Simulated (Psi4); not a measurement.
## Geometry relaxation, with input and output: COS (part 2 of 4)

COS, SMILES O=C=S; TPSS/def2-TZVP, RKS (Psi4 1.11). The geometry comes from this level: PBE0-D4/def2-TZVP.

Geometry of the input (Å):
```
O  0.9220  0.6844  0.5821
C  0.0967  0.0718  0.0611
S  -1.0187  -0.7562  -0.6432
```

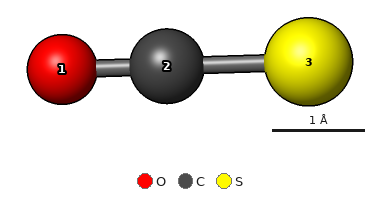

The starting structure (ball-and-stick view, seen at a tilt; atoms are numbered from 1 in the order of the input).

### Output, continued
```
   => Loading Basis Set <=

    Name: DEF2-TZVP
    Role: ORBITAL
    Keyword: BASIS

  Reading orbitals from file scr/psi4.default.16362.180.npy, no projection.

  ==> Integral Setup <==

  Using in-core PK algorithm.
   Calculation information:
      Number of atoms:                   3
      Number of AO shells:              35
      Number of primitives:             67
      Number of atomic orbitals:       114
      Number of basis functions:        99

      Integral cutoff                 1.00e-12
      Number of threads:                 1

  Performing in-core PK
  Using 24507450 doubles for integral storage.
  We computed 182415 shell quartets total.
  Whereas there are 198765 unique shell quartets.

  ==> DiskJK: Disk-Based J/K Matrices <==

    J tasked:                  Yes
    K tasked:                   No
    wK tasked:                  No
    Memory [MiB]:              732
    Schwarz Cutoff:          1E-12

  Cached 33.4% of DFT collocation blocks in 0.327 [GiB].

  Minimum eigenvalue in the overlap matrix is 7.6919007001E-04.
  Reciprocal condition number of the overlap matrix is 1.4742218648E-04.
    Using symmetric orthogonalization.

  ==> Pre-Iterations <==

  SCF Guess: Orbitals guess was supplied from a previous computation.

   -------------------------------------------------------
    Irrep   Nso     Nmo     Nalpha   Nbeta   Ndocc  Nsocc
   -------------------------------------------------------
     A         99      99      15      15      15       0
   -------------------------------------------------------
    Total      99      99      15      15      15       0
   -------------------------------------------------------

  ==> Iterations <==

                        Total Energy        Delta E     RMS |[F,P]|

   @RKS iter   0:  -511.63108364868913   -5.11631e+02   5.21138e-04
   @RKS iter   1:  -511.64399424274484   -1.29106e-02   2.44740e-04 DIIS/ADIIS
   @RKS iter   2:  -511.64078977507063    3.20447e-03   7.89647e-04 DIIS/ADIIS
   @RKS iter   3:  -511.64430845722097   -3.51868e-03   1.04461e-04 DIIS/ADIIS
   @RKS iter   4:  -511.64434852627039   -4.00690e-05   2.92824e-05 DIIS
   @RKS iter   5:  -511.64435146515933   -2.93889e-06   4.96703e-06 DIIS
   @RKS iter   6:  -511.64435157800875   -1.12849e-07   5.68245e-07 DIIS
   @RKS iter   7:  -511.64435157952312   -1.51437e-09   1.34547e-07 DIIS
   @RKS iter   8:  -511.64435157963197   -1.08855e-10   1.61455e-08 DIIS
   @RKS iter   9:  -511.64435157963317   -1.19371e-12   1.54110e-09 DIIS
  Energy and wave function converged.

  ==> Post-Iterations <==

   Electrons on quadrature grid:
      Ntotal   =   30.0000000007 ; deviation = 6.805e-10

    Final Occupation by Irrep:
              A
    DOCC [    15 ]
    NA   [    15 ]
    NB   [    15 ]

  @RKS Final Energy:  -511.64435157963317

   => Energetics <=

    Nuclear Repulsion Energy =             79.0925662322265737
    One-Electron Energy =                -861.0209556536477749
    Two-Electron Energy =                 309.9847745532041472
    DFT Exchange-Correlation Energy =     -39.7007367114160914
    Empirical Dispersion Energy =           0.0000000000000000
    VV10 Nonlocal Energy =                  0.0000000000000000
    Total Energy =                       -511.6443515796331667

Computation Completed

Properties will be evaluated at   0.000000,   0.000000,   0.000000 [a0]

Properties computed using the SCF density matrix

 Multipole Moments:

 ------------------------------------------------------------------------------------
     Multipole            Electronic (a.u.)      Nuclear  (a.u.)        Total (a.u.)
 ------------------------------------------------------------------------------------

 L = 1.  Multiply by 2.5417464519 to convert [e a0] to [Debye]
 Dipole X            :         -0.0000000            0.0000001            0.0000001
 Dipole Y            :          0.0000000           -0.0000000            0.0000000
 Dipole Z            :         -0.2506087           -0.0193683           -0.2699770
 Magnitude           :                                                    0.2699770

 ------------------------------------------------------------------------------------

	total time  =         18 seconds =       0.30 minutes

         ------------------------------------------------------------
                                   SCF GRAD
         ------------------------------------------------------------

  ==> Geometry <==

    Molecular point group: c1
    Full point group: C_inf_v

    Geometry (in Angstrom), charge = 0, multiplicity = 1:

       Center              X                  Y                   Z               Mass
    ------------   -----------------  -----------------  -----------------  -----------------
         O           -0.000005829230     0.000000000001     1.687997209846    15.994914619570
         C           -0.000005829230     0.000000000001     0.524466712854    12.000000000000
         S            0.000005104105    -0.000000000001    -1.041314202705    31.972071174400

  Nuclear repulsion =   79.092566232226574

   => Molecular Quadrature <=

    Radial Scheme          =       TREUTLER
    Pruning Scheme         =           NONE
    Nuclear Scheme         =       TREUTLER

    Blocking Scheme        =         OCTREE
    BS radius alpha        =              1
    Pruning alpha          =              1
    Radial Points          =             99
    Spherical Points       =            590
    Total Points           =         165505
    Total Blocks           =           1309
    Max Points             =            256
    Max Functions          =             97
    Weights Tolerance      =       1.00E-15

  -Total Gradient:
     Atom            X                  Y                   Z
    ------   -----------------  -----------------  -----------------
       1        0.000000464759     0.000000000011    -0.004905635123
       2       -0.000000806218    -0.000000000065     0.004396573183
       3        0.000000340988     0.000000000055     0.000513414161

	total time  =          8 seconds =       0.13 minutes

    			-----------------------------------------

    			 OPTKING 3.0: for geometry optimizations

    			        with contributions from

    			-----------------------------------------

	                            ===> Fragment 1 <==

	 Z (Atomic Numbers)          Masses                          Geom
	       8.000000            15.994915         -0.00001102  0.00000000  3.18985243
	       6.000000            12.000000         -0.00001102  0.00000000  0.99109845
	      16.000000            31.972071          0.00000965 -0.00000000 -1.96779865

	 - Coordinate -           - BOHR/RAD -       - ANG/DEG -
	 R(1,2)           =         2.198754           1.163530
	 R(2,3)           =         2.958897           1.565781
	 L(1,2,3)         =         3.141586         179.999600
	 l(1,2,3)         =         3.141593         180.000000

	        --- Internal Coordinate Step in ANG or DEG, aJ/ANG or AJ/DEG ---
	-------------------------------------------------------------------------------
	           Coordinate      Previous         Force          Change          New
	           ----------      --------        ------          ------        ------
	               R(1,2)       1.16353        0.04043        0.00233       1.16586
	               R(2,3)       1.56578        0.00422        0.00055       1.56633
	             L(1,2,3)     179.99960        0.00000        0.00028     179.99988
	             l(1,2,3)     180.00000        0.00000        0.00000     180.00000
	-------------------------------------------------------------------------------

	                                 ==> Convergence Check <==

	Measures of convergence in internal coordinates in au.

	Criteria marked as inactive (o), active & met (*), and active & unmet ( ).

	----------------------------------------------------------------------------------------------
	   Step    Total Energy     Delta E     Max Force     RMS Force      Max Disp      RMS Disp
	----------------------------------------------------------------------------------------------
	  Convergence Criteria              o    1.50e-05 *    1.00e-05 *    6.00e-05 *    4.00e-05 *
	----------------------------------------------------------------------------------------------
	     2    -511.64435158   -4.24e-04 o    4.91e-03      2.47e-03      4.41e-03      2.27e-03    ~
	----------------------------------------------------------------------------------------------

Next Geometry in Ang
	Fragment 1 (Ang)

	    O  -0.0000070603  -0.0000000001   1.6897369451
	    C  -0.0000036913   0.0000000002   0.5238730403
	    S   0.0000041973  -0.0000000001  -1.0424602655

    Structure for next step:
    Molecular point group: c1
    Full point group: C_inf_v

    Geometry (in Angstrom), charge = 0, multiplicity = 1:

    O           -0.000001792712     0.000000000074     1.690002743949
    C           -0.000001792712     0.000000000335     0.524138839133
    S            0.000001569708    -0.000000000163    -1.042194466668

gradient() will perform analytic gradient computation.

  ==> Geometry <==

    Molecular point group: c1
    Full point group: C_inf_v

    Geometry (in Angstrom), charge = 0, multiplicity = 1:

       Center              X                  Y                   Z               Mass
    ------------   -----------------  -----------------  -----------------  -----------------
         O           -0.000001792712     0.000000000074     1.690002743949    15.994914619570
         C           -0.000001792712     0.000000000335     0.524138839133    12.000000000000
         S            0.000001569708    -0.000000000163    -1.042194466668    31.972071174400

  Running in c1 symmetry.

  Rotational constants: A = ************  B =      0.20139  C =      0.20139 [cm^-1]
  Rotational constants: A = ************  B =   6037.47861  C =   6037.47861 [MHz]
  Nuclear repulsion =   79.011218941414540

  Charge       = 0
  Multiplicity = 1
  Electrons    = 30
  Nalpha       = 15
  Nbeta        = 15

   => Molecular Quadrature <=

    Radial Scheme          =       TREUTLER
    Pruning Scheme         =           NONE
    Nuclear Scheme         =       TREUTLER

    Blocking Scheme        =         OCTREE
    BS radius alpha        =              1
    Pruning alpha          =              1
    Radial Points          =             99
    Spherical Points       =            590
    Total Points           =         165505
    Total Blocks           =           1283
    Max Points             =            256
    Max Functions          =             97
    Weights Tolerance      =       1.00E-15

  ==> Integral Setup <==

  Using in-core PK algorithm.
   Calculation information:
      Number of atoms:                   3
      Number of AO shells:              35
      Number of primitives:             67
      Number of atomic orbitals:       114
      Number of basis functions:        99

      Integral cutoff                 1.00e-12
      Number of threads:                 1

  Performing in-core PK
  Using 24507450 doubles for integral storage.
  We computed 182362 shell quartets total.
  Whereas there are 198765 unique shell quartets.

  ==> DiskJK: Disk-Based J/K Matrices <==

    J tasked:                  Yes
    K tasked:                   No
    wK tasked:                  No
    Memory [MiB]:              732
    Schwarz Cutoff:          1E-12

  Cached 33.4% of DFT collocation blocks in 0.327 [GiB].

  Minimum eigenvalue in the overlap matrix is 7.7308140171E-04.
  Reciprocal condition number of the overlap matrix is 1.4826946736E-04.
    Using symmetric orthogonalization.

  ==> Iterations <==

                        Total Energy        Delta E     RMS |[F,P]|

   @RKS iter   0:  -511.64176958490816   -5.11642e+02   9.31308e-05
   @RKS iter   1:  -511.64434502484244   -2.57544e-03   5.61531e-05 DIIS
   @RKS iter   2:  -511.64414360923081    2.01416e-04   2.02462e-04 DIIS/ADIIS
   @RKS iter   3:  -511.64436228410011   -2.18675e-04   1.60048e-05 DIIS
   @RKS iter   4:  -511.64436326996298   -9.85863e-07   6.28129e-06 DIIS
   @RKS iter   5:  -511.64436340842946   -1.38466e-07   9.19704e-07 DIIS
   @RKS iter   6:  -511.64436341292685   -4.49739e-09   8.33677e-08 DIIS
   @RKS iter   7:  -511.64436341295885   -3.20028e-11   2.17923e-08 DIIS
   @RKS iter   8:  -511.64436341296124   -2.38742e-12   4.15612e-09 DIIS
  Energy and wave function converged.

  ==> Post-Iterations <==

   Electrons on quadrature grid:
      Ntotal   =   30.0000000014 ; deviation = 1.373e-09

    Final Occupation by Irrep:
              A
    DOCC [    15 ]
    NA   [    15 ]
    NB   [    15 ]

  @RKS Final Energy:  -511.64436341296124

   => Energetics <=

    Nuclear Repulsion Energy =             79.0112189414145405
    One-Electron Energy =                -860.8607154854694272
    Two-Electron Energy =                 309.9032701720915384
    DFT Exchange-Correlation Energy =     -39.6981370409978780
    Empirical Dispersion Energy =           0.0000000000000000
    VV10 Nonlocal Energy =                  0.0000000000000000
    Total Energy =                       -511.6443634129612406

Computation Completed

Properties will be evaluated at   0.000000,   0.000000,   0.000000 [a0]

Properties computed using the SCF density matrix

 Multipole Moments:

 ------------------------------------------------------------------------------------
     Multipole            Electronic (a.u.)      Nuclear  (a.u.)        Total (a.u.)
 ------------------------------------------------------------------------------------

 L = 1.  Multiply by 2.5417464519 to convert [e a0] to [Debye]
 Dipole X            :          0.0000000            0.0000000            0.0000000
 Dipole Y            :          0.0000000           -0.0000000            0.0000000
 Dipole Z            :         -0.2567149           -0.0193819           -0.2760968
 Magnitude           :                                                    0.2760968

 ------------------------------------------------------------------------------------

	total time  =         16 seconds =       0.27 minutes

         ------------------------------------------------------------
                                   SCF GRAD
         ------------------------------------------------------------

  ==> Geometry <==

    Molecular point group: c1
    Full point group: C_inf_v

    Geometry (in Angstrom), charge = 0, multiplicity = 1:

       Center              X                  Y                   Z               Mass
    ------------   -----------------  -----------------  -----------------  -----------------
         O           -0.000001792712     0.000000000074     1.690002743949    15.994914619570
         C           -0.000001792712     0.000000000335     0.524138839133    12.000000000000
         S            0.000001569708    -0.000000000163    -1.042194466668    31.972071174400

  Nuclear repulsion =   79.011218941414540

   => Molecular Quadrature <=

    Radial Scheme          =       TREUTLER
    Pruning Scheme         =           NONE
    Nuclear Scheme         =       TREUTLER

    Blocking Scheme        =         OCTREE
    BS radius alpha        =              1
    Pruning alpha          =              1
    Radial Points          =             99
    Spherical Points       =            590
    Total Points           =         165505
    Total Blocks           =           1283
    Max Points             =            256
    Max Functions          =             97
    Weights Tolerance      =       1.00E-15

  -Total Gradient:
     Atom            X                  Y                   Z
    ------   -----------------  -----------------  -----------------
       1        0.000000142089    -0.000000000037    -0.000410313280
       2       -0.000000248312     0.000000000072     0.000656160712
       3        0.000000106081    -0.000000000036    -0.000241662515

	total time  =          7 seconds =       0.12 minutes

    			-----------------------------------------

    			 OPTKING 3.0: for geometry optimizations

    			        with contributions from

    			-----------------------------------------

	                            ===> Fragment 1 <==

	 Z (Atomic Numbers)          Masses                          Geom
	       8.000000            15.994915         -0.00000339  0.00000000  3.19364234
	       6.000000            12.000000         -0.00000339  0.00000000  0.99047886
	      16.000000            31.972071          0.00000297 -0.00000000 -1.96946211

	 - Coordinate -           - BOHR/RAD -       - ANG/DEG -
	 R(1,2)           =         2.203163           1.165864
	 R(2,3)           =         2.959941           1.566333
	 L(1,2,3)         =         3.141591         179.999877
	 l(1,2,3)         =         3.141593         180.000000
```
